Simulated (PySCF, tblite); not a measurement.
**C6H12OSi: geometry, infrared bands, NMR shifts, electronic excitations and core binding energies**

Wanted: the infrared bands, NMR shifts, electronic excitations and core binding energies of C6H12OSi (`CCO[SiH]1CC=CC1`), by calculation.

The runs use tblite 0.8.0 and PySCF 2.14.0, with density-fitted response routines of our own; the level of theory stands in each step. All values are computed, except where a source is named. Atoms count from 0, in the outputs and in this text.

### Step 1. Starting geometry

20 atoms, charge 0, multiplicity 1; geometry from: force field or distance geometry start.

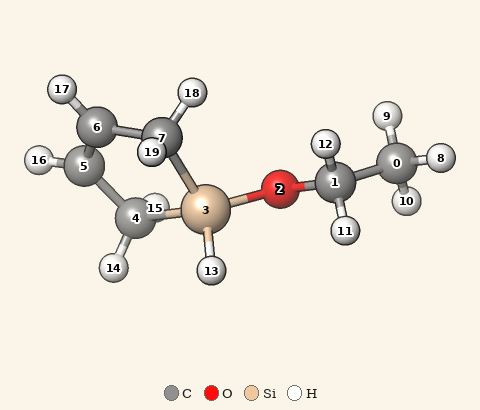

The starting geometry (carbon grey, oxygen red, silicon light orange, hydrogen white), atoms numbered.

### Step 2. Optimising the geometry with GFN2-xTB

What the job is given:

```
{"job": {"kind": "relax", "xc": "GFN2-xTB", "basis": "xTB"}, "charge": 0, "multiplicity": 1}
C      3.319000    -0.017300    -0.868600
C      2.203800    -0.237900     0.141800
O      0.989400    -0.408600    -0.545200
Si    -0.412900    -0.657300     0.321800
C     -1.984900    -0.896100    -0.739600
C     -2.904000     0.238100    -0.342200
C     -2.471100     1.112500     0.589100
C     -1.090300     0.918400     1.193600
H      4.282400     0.112800    -0.372800
H      3.094800     0.873100    -1.467200
H      3.374700    -0.863100    -1.560400
H      2.433600    -1.144900     0.738600
H      2.149800     0.623200     0.835400
H     -0.226600    -1.777600     1.296800
H     -2.452800    -1.853100    -0.537100
H     -1.736400    -0.823300    -1.797200
H     -3.874200     0.336600    -0.801100
H     -3.087200     1.937100     0.919200
H     -0.457000     1.777100     0.980100
H     -1.155200     0.760900     2.276200
```

Started as:

```bash
$ OMP_NUM_THREADS=1 python probes_run.py task.json out
```

This one command runs all jobs of the session in turn.

Output:

```text
step      E/eV     max force
  0    -673.92775    1.678
  1    -673.98146    1.221
  2    -674.01489    0.395
  3    -674.03570    0.242
  4    -674.04387    0.182
  5    -674.04842    0.193
  6    -674.05430    0.196
  7    -674.05840    0.147
  8    -674.06070    0.098
  9    -674.06186    0.070
 10    -674.06272    0.081
 11    -674.06359    0.086
 12    -674.06467    0.083
 13    -674.06604    0.095
 14    -674.06773    0.102
 15    -674.06969    0.147
 16    -674.07192    0.161
 17    -674.07441    0.131
 18    -674.07683    0.140
 19    -674.07877    0.092
 20    -674.08028    0.084
 21    -674.08184    0.096
 22    -674.08390    0.127
 23    -674.08620    0.134
 24    -674.08806    0.104
 25    -674.08945    0.075
 26    -674.09074    0.118
 27    -674.09199    0.122
 28    -674.09306    0.082
 29    -674.09389    0.059
 30    -674.09462    0.054
 31    -674.09537    0.069
 32    -674.09601    0.057
 33    -674.09645    0.043
 34    -674.09677    0.043
 35    -674.09707    0.053
 36    -674.09741    0.064
 37    -674.09773    0.050
 38    -674.09798    0.035
 39    -674.09816    0.030
 40    -674.09833    0.027
 41    -674.09847    0.026
 42    -674.09859    0.032
 43    -674.09871    0.034
 44    -674.09883    0.027
 45    -674.09894    0.022
 46    -674.09901    0.017
 47    -674.09906    0.015
 48    -674.09910    0.013
 49    -674.09914    0.013
 50    -674.09918    0.012
 51    -674.09923    0.015
 52    -674.09928    0.017
 53    -674.09933    0.017
 54    -674.09941    0.022
 55    -674.09950    0.025
 56    -674.09961    0.027
 57    -674.09971    0.022
 58    -674.09980    0.018
 59    -674.09989    0.019
 60    -674.09998    0.020
 61    -674.10008    0.024
 62    -674.10015    0.020
 63    -674.10020    0.015
 64    -674.10024    0.013
 65    -674.10028    0.016
 66    -674.10032    0.015
 67    -674.10036    0.013
 68    -674.10039    0.013
 69    -674.10042    0.016
 70    -674.10046    0.017
 71    -674.10050    0.011
 72    -674.10053    0.009
```

It took 0.56 s on 1 thread of Arm Neoverse V1, shared host; peak memory 0.18 GiB.

Along the way: (not every step is listed)

```csv
step,energy from step 0 (eV),largest force (eV/Å)
0,0.0000,1.6776
1,-0.0537,1.2207
2,-0.0871,0.3949
3,-0.1080,0.2418
4,-0.1161,0.1820
5,-0.1207,0.1928
6,-0.1266,0.1959
7,-0.1307,0.1469
8,-0.1330,0.0979
13,-0.1383,0.0950
18,-0.1491,0.1399
23,-0.1585,0.1337
28,-0.1653,0.0820
33,-0.1687,0.0434
38,-0.1702,0.0352
43,-0.1710,0.0345
48,-0.1714,0.0130
53,-0.1716,0.0170
58,-0.1721,0.0183
63,-0.1725,0.0147
67,-0.1726,0.0129
68,-0.1726,0.0132
69,-0.1727,0.0155
70,-0.1727,0.0172
71,-0.1728,0.0110
72,-0.1728,0.0093
```

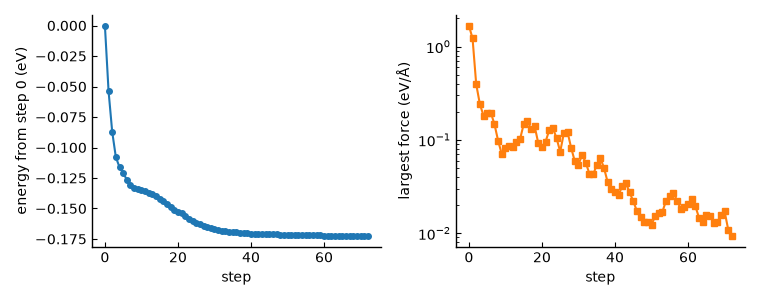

Energy and largest force along the relaxation.

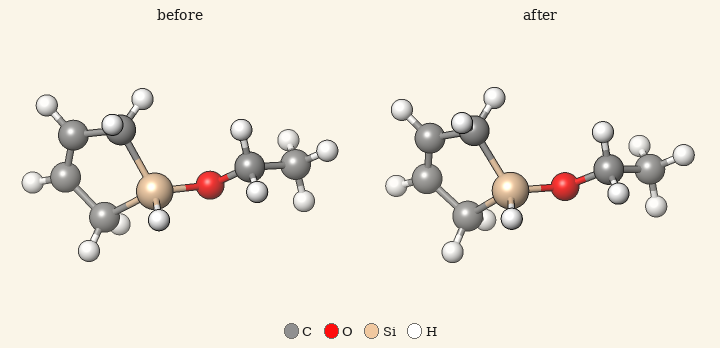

Before and after, at one scale.

Distances of close pairs at the start and the end, largest changes first:

```csv
bond,before (Å),after (Å),change (Å)
O2–Si3,1.667,1.622,-0.046
C5–C6,1.349,1.321,-0.027
Si3–H13,1.497,1.470,-0.027
C6–C7,1.520,1.501,-0.019
Si3–C4,1.912,1.896,-0.016
C4–C5,1.513,1.497,-0.016
Si3–C7,1.924,1.910,-0.014
C1–H11,1.110,1.097,-0.013
```

The end geometry stands in the next job.

### Step 3. Infrared spectrum with GFN2-xTB

What the job is given:

```
{"job": {"kind": "ir", "xc": "GFN2-xTB", "basis": "xTB"}, "charge": 0, "multiplicity": 1}
C      3.217871    -0.057901    -0.988076
C      2.255213    -0.276965     0.168341
O      0.957717    -0.460163    -0.331893
Si    -0.422789    -0.641535     0.499332
C     -1.817635    -0.829743    -0.770327
C     -2.793039     0.241381    -0.391403
C     -2.490375     1.074407     0.588729
C     -1.174367     0.923334     1.295021
H      4.222333     0.109453    -0.609304
H      2.905635     0.806360    -1.568214
H      3.221013    -0.928252    -1.638401
H      2.544194    -1.163112     0.746228
H      2.270583     0.585965     0.844319
H     -0.315988    -1.733395     1.477922
H     -2.304239    -1.803645    -0.728416
H     -1.491061    -0.688307    -1.801101
H     -3.721982     0.308391    -0.940979
H     -3.153284     1.869607     0.900433
H     -0.573824     1.823278     1.138225
H     -1.341124     0.851519     2.370778
```

Output:

```text
mode    cm-1     km/mol
  1      22.0      0.05
  2      50.8      0.11
  3      75.3      1.72
  4     111.5      1.81
  5     198.7      2.64
  6     229.7      7.60
  7     237.5      5.83
  8     335.1      5.53
  9     350.3      0.06
 10     433.8      6.92
 11     609.9     78.92
 12     648.3     21.47
 13     660.9     74.88
 14     699.2     96.29
 15     723.2     42.75
 16     749.9     12.56
 17     796.3     34.43
 18     824.9     84.85
 19     827.4     12.98
 20     841.6    104.06
 21     903.6      0.02
 22     983.6     10.12
 23    1005.0     76.52
 24    1024.6     11.96
 25    1091.6      0.34
 26    1097.2     25.29
 27    1113.8     15.91
 28    1139.0     41.71
 29    1142.9     57.55
 30    1145.6    238.84
 31    1238.3      3.28
 32    1253.7     29.60
 33    1262.4      0.90
 34    1322.7     16.29
 35    1342.0      9.97
 36    1398.4      9.95
 37    1461.3      2.64
 38    1464.5      8.03
 39    1474.7      3.52
 40    1489.1      0.98
 41    1493.6      3.04
 42    1720.8     22.22
 43    2202.2    347.26
 44    2890.8     52.63
 45    2916.4     56.74
 46    2943.0     46.05
 47    2970.3     41.45
 48    2978.4     35.55
 49    2994.6     36.35
 50    3045.5     26.81
 51    3048.7     25.70
 52    3050.1     31.83
 53    3052.7     22.05
 54    3067.3    119.87
```

Run time: 0.82 s. Hardware: 1 thread of Arm Neoverse V1, shared host; peak memory 0.18 GiB.

Which atoms move in the most intense modes:

```csv
cm⁻¹,km/mol,atoms
610,78.9,H13 82 %
699,96.3,"H13 42 %, H16 12 %, H17 11 %"
825,84.8,"C4 25 %, Si3 19 %, C7 16 %"
842,104.1,"Si3 15 %, H14 10 %"
1005,76.5,"H8 26 %, O2 23 %, C0 21 %"
1146,238.8,"O2 36 %, C1 34 %"
2202,347.3,H13 97 %
3067,119.9,"H17 51 %, H16 41 %"
```

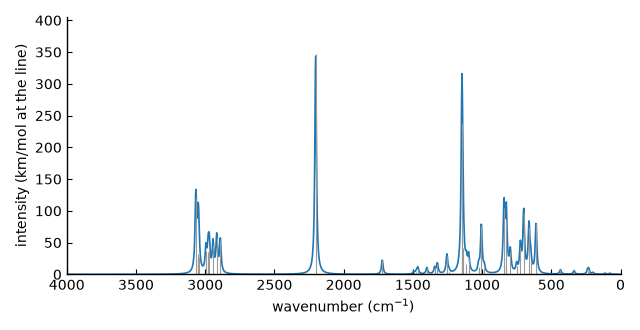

The infrared spectrum from these modes, unscaled. Lines are broadened to a width of 14 cm⁻¹ (Lorentzian).

### Step 4. Geometry optimisation at PBE0-D3(BJ)/def2-SVP

What the job is given:

```
{"job": {"xc": "PBE0", "basis": "def2-SVP", "d3": "d3bj", "grid": 1, "shake": 0.01, "kind": "geom"}, "charge": 0, "multiplicity": 1}
C      3.238280    -0.083460    -0.983900
C      2.249540    -0.281490     0.166190
O      0.937520    -0.462480    -0.340550
Si    -0.389560    -0.639280     0.495810
C     -1.820450    -0.836420    -0.780880
C     -2.796950     0.246200    -0.393790
C     -2.480800     1.072410     0.588970
C     -1.158910     0.928790     1.289970
H      4.220500     0.114860    -0.589950
H      2.902940     0.803920    -1.558190
H      3.212150    -0.931170    -1.629580
H      2.550000    -1.162200     0.752930
H      2.242300     0.596180     0.834720
H     -0.332670    -1.730630     1.484930
H     -2.308690    -1.814410    -0.728150
H     -1.491590    -0.674250    -1.793630
H     -3.720040     0.319510    -0.943030
H     -3.162540     1.875450     0.906260
H     -0.575970     1.815450     1.140520
H     -1.366060     0.858420     2.375690
```

Output:

```text
step   0  E = -599.80168078  max force = 0.076920
step   1  E = -599.81367961  max force = 0.009505
step   2  E = -599.81411975  max force = 0.003703
step   3  E = -599.81418640  max force = 0.000645
step   4  E = -599.81420451  max force = 0.000976
step   5  E = -599.81422747  max force = 0.001487
step   6  E = -599.81425236  max force = 0.001274
step   7  E = -599.81428758  max force = 0.000627
step   8  E = -599.81431714  max force = 0.000802
step   9  E = -599.81435825  max force = 0.001800
step  10  E = -599.81439173  max force = 0.002369
step  11  E = -599.81443175  max force = 0.001951
step  12  E = -599.81444470  max force = 0.000541
step  13  E = -599.81444364  max force = 0.000152
optimisation converged
```

It took 3.4 min on 1 thread of Arm Neoverse V1, shared host; peak memory 0.73 GiB.

Relaxation path:

```csv
step,energy from step 0 (eV),largest force component (eV/Å)
0,0.0000,3.9554
1,-0.3265,0.4888
2,-0.3385,0.1904
3,-0.3403,0.0332
4,-0.3408,0.0502
5,-0.3414,0.0765
6,-0.3421,0.0655
7,-0.3430,0.0322
8,-0.3439,0.0412
9,-0.3450,0.0926
10,-0.3459,0.1218
11,-0.3470,0.1003
12,-0.3473,0.0278
13,-0.3473,0.0078
```

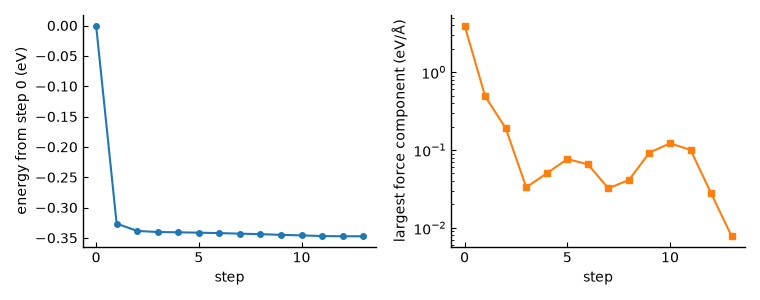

Energy and force, step by step.

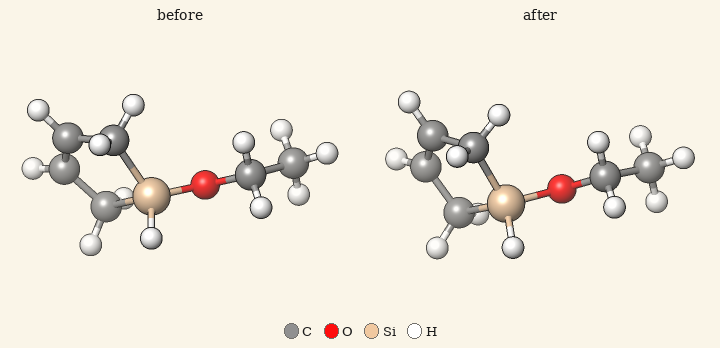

Before and after, at one scale.

Distances of close pairs at the start and the end, largest changes first:

```csv
bond,before (Å),after (Å),change (Å)
O2–Si3,1.579,1.669,+0.091
Si3–C4,1.928,1.884,-0.044
C0–H10,1.066,1.100,+0.034
C7–H18,1.072,1.104,+0.033
C4–H15,1.077,1.103,+0.026
Si3–C7,1.919,1.894,-0.024
Si3–H13,1.474,1.498,+0.024
C0–H8,1.077,1.101,+0.024
```

The next job starts from the end point, and lists it.

```csv
at the end point,value
point group (found at 0.08 Å tolerance),C1
"rotational constants (GHz, main isotopes)","3.695, 0.930, 0.869"
dipole moment (D),0.83
```

### Step 5. Nuclear shieldings: PBE0/pcSseg-1

What the job is given:

```
{"job": {"kind": "nmr", "xc": "PBE0", "basis": "pcSseg-1"}, "charge": 0, "multiplicity": 1}
C      3.175032    -0.096174    -0.977436
C      2.157317    -0.221076     0.132182
O      0.887889    -0.467696    -0.419013
Si    -0.495282    -0.723691     0.479729
C     -1.952521    -0.884751    -0.702726
C     -2.702673     0.399323    -0.459725
C     -2.299315     1.220835     0.521862
C     -1.107605     0.836960     1.361769
H      4.178611     0.095558    -0.568474
H      2.907126     0.731009    -1.651468
H      3.209800    -1.021548    -1.571381
H      2.445674    -1.040517     0.820429
H      2.143693     0.707895     0.736166
H     -0.262663    -1.883847     1.398781
H     -2.580407    -1.769283    -0.495746
H     -1.616569    -0.980208    -1.749336
H     -3.567527     0.653245    -1.082923
H     -2.826692     2.161478     0.717324
H     -0.350352     1.640103     1.390435
H     -1.395143     0.652311     2.412300
```

Level: GIAO PBE0/pcSseg-1 NMR shielding, non-relativistic, gas phase.

Output:

```text
coarse grid: 16672 points
cycle   1  E = -599.8934706207  dE =  8.561e-01  |g| = 7.440e-01  |ddm| = 3.919e+00
cycle   2  E = -599.7578203572  dE =  1.357e-01  |g| = 1.125e+00  |ddm| = 1.746e+00
cycle   3  E = -600.0051336615  dE = -2.473e-01  |g| = 1.330e-01  |ddm| = 1.232e+00
cycle   4  E = -600.0083930166  dE = -3.259e-03  |g| = 4.399e-02  |ddm| = 1.357e-01
cycle   5  E = -600.0088511235  dE = -4.581e-04  |g| = 7.606e-03  |ddm| = 4.396e-02
cycle   6  E = -600.0088611308  dE = -1.001e-05  |g| = 3.942e-03  |ddm| = 1.028e-02
cycle   7  E = -600.0088649926  dE = -3.862e-06  |g| = 7.884e-04  |ddm| = 3.588e-03
final grid: 154848 points
cycle   8  E = -600.0664272771  dE = -2.808e-05  |g| = 1.109e-02  |ddm| = 2.628e-02
cycle   9  E = -600.0664030720  dE =  2.421e-05  |g| = 1.578e-02  |ddm| = 1.931e-02
cycle  10  E = -600.0664535120  dE = -5.044e-05  |g| = 1.627e-03  |ddm| = 1.199e-02
cycle  11  E = -600.0664540701  dE = -5.581e-07  |g| = 1.775e-04  |ddm| = 1.579e-03
cycle  12  E = -600.0664540764  dE = -6.241e-09  |g| = 5.469e-05  |ddm| = 2.201e-04
cycle  13  E = -600.0664540767  dE = -3.743e-10  |g| = 3.799e-05  |ddm| = 7.746e-05
cycle  14  E = -600.0664540771  dE = -3.665e-10  |g| = 5.284e-06  |ddm| = 3.315e-05
converged SCF energy = -600.0664540771

GIAO shielding tensors (ppm)
atom      isotropic    diamagn.    paramagn.     s11        s22        s33       span
  0 C      164.253     245.418     -81.165    146.854    162.111    183.793     36.939
  1 C      123.188     242.551    -119.362     94.926    108.496    166.143     71.218
  2 O      284.302     401.374    -117.073    257.896    283.030    311.979     54.083
  3 Si     329.878     881.845    -551.967    280.501    337.896    371.238     90.737
  4 C      165.274     256.758     -91.484    153.219    162.654    179.949     26.730
  5 C       43.861     255.341    -211.480    -69.981     59.317    142.247    212.228
  6 C       44.337     255.187    -210.850    -68.814     61.649    140.177    208.991
  7 C      166.783     256.860     -90.078    151.912    169.179    179.256     27.345
  8 H       30.331      26.153       4.179     26.418     27.345     37.231     10.812
  9 H       29.841      29.230       0.611     26.020     28.495     35.008      8.987
 10 H       29.828      28.078       1.750     26.125     28.156     35.203      9.079
 11 H       27.675      29.453      -1.778     22.741     27.795     32.489      9.747
 12 H       27.638      31.189      -3.551     21.890     28.871     32.153     10.262
 13 H       25.993      30.108      -4.115     22.769     24.237     30.973      8.204
 14 H       29.758      29.969      -0.212     25.374     27.085     36.814     11.440
 15 H       29.678      32.447      -2.769     25.628     27.710     35.696     10.069
 16 H       25.146      29.234      -4.088     22.857     25.473     27.108      4.251
 17 H       25.183      29.481      -4.298     22.791     25.609     27.150      4.360
 18 H       29.701      33.281      -3.580     25.384     28.243     35.475     10.091
 19 H       30.021      30.573      -0.552     25.532     27.400     37.131     11.599
```

It took 33 s on 1 thread of Arm Neoverse V1, shared host; peak memory 0.95 GiB.

The references, computed at this level on geometries of the same kind, shield at (ppm): ¹H TMS 31.27, ¹³C TMS 184.4, ²⁹Si TMS 352.0, ¹⁷O H2O 334.6. Their shielding less the atom's gives the shift. The references are single molecules in the gas phase, so shifts against H2O, NH3, PH3, H3PO4 or CFCl3 are not on the usual liquid scales and can be off by tens of ppm. Atoms listed in one row are averaged.

```csv
atoms,environment,σ (ppm),δ (ppm),δ scaled to CDCl3
"C5, C6",alkene CH,44.1,140.3,135.7
C1,sp3 CH2 bonded to O,123.2,61.2,58.9
C0,methyl carbon,164.3,20.2,19.1
"C4, C7",allylic sp3 CH2 bonded to Si,166.0,18.4,17.3
"H16, H17",hydrogen on an alkene CH,25.16,6.10,6.00
H13,"hydrogen on a silicon bonded to 2 C, O, in a 5-membered ring",25.99,5.27,–
"H11, H12",hydrogen on an sp3 CH2 bonded to O,27.66,3.61,3.64
"H15, H18",hydrogen on an allylic sp3 CH2 bonded to Si,29.69,1.58,1.71
"H14, H19",hydrogen on an allylic sp3 CH2 bonded to Si,29.89,1.38,1.52
"H8, H9, H10",hydrogen on a methyl carbon,30.00,1.27,1.42
O2,"oxygen bonded to C, Si",284.3,50.3,–
Si3,"silicon bonded to 2 C, O, H, in a 5-membered ring",329.9,22.1,–
```

The scaled column applies a straight-line fit of computed shieldings to shifts measured in CDCl3 (root-mean-square error 0.21 ppm for H, 2.0 ppm for C).

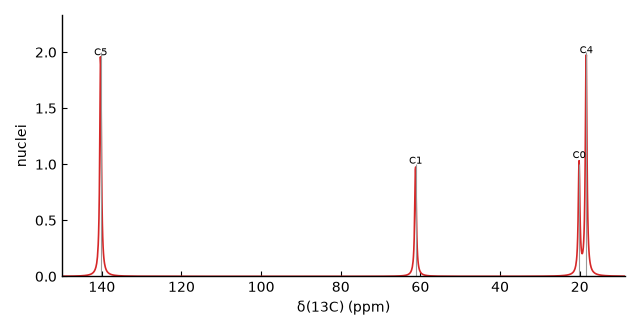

¹³C lines at the computed shifts, without couplings. Lines are broadened to a width of 0.49 ppm (Lorentzian).

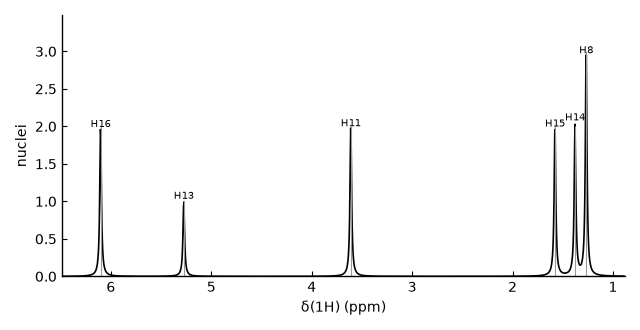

¹H lines at the computed shifts, without couplings. Lines are broadened to a width of 0.02 ppm (Lorentzian).

Charges from the same density, by scheme (e):

```csv
atoms,Mulliken,IAO,Hirshfeld,ESP fit
C0,-0.29,-0.41,-0.12,-0.41
C1,0.02,-0.03,0.01,0.43
O2,-0.64,-0.64,-0.23,-0.47
Si3,1.05,1.13,0.42,0.45
"C4, C7",-0.53,-0.57,-0.17,-0.17
"C5, C6",-0.17,-0.15,-0.05,-0.16
```

Hirshfeld charges:

C0 -0.12; C1 0.01; O2 -0.23; Si3 0.42; C4 -0.16; C5 -0.05; C6 -0.05; C7 -0.17; H8 0.04; H9 0.04; H10 0.04; H11 0.03; H12 0.03; H13 -0.09; H14 0.04; H15 0.05; H16 0.04; H17 0.04; H18 0.04; H19 0.04

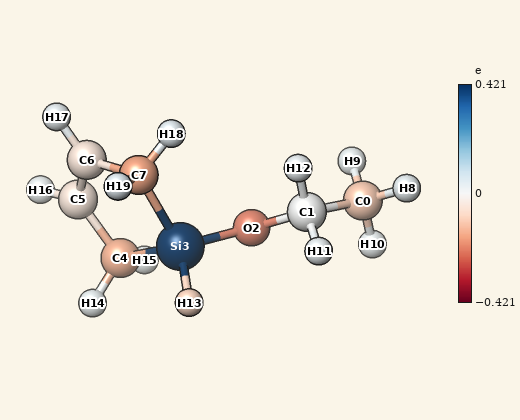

Hirshfeld charges, as colours on the atoms.

Mayer bond orders: C0–C1 1.07, C1–O2 0.89, O2–Si3 0.97, Si3–C4 0.90, C4–C5 1.04, C5–C6 1.91, C6–C7 1.04, C7–Si3 0.87.

Ring of atoms Si3, C4, C5, C6, C7: NICS(0) -1.7, NICS(1) -3.0, NICS(1)zz -2.2 ppm (means of both faces).

(Part 1 of 2 ends here.)
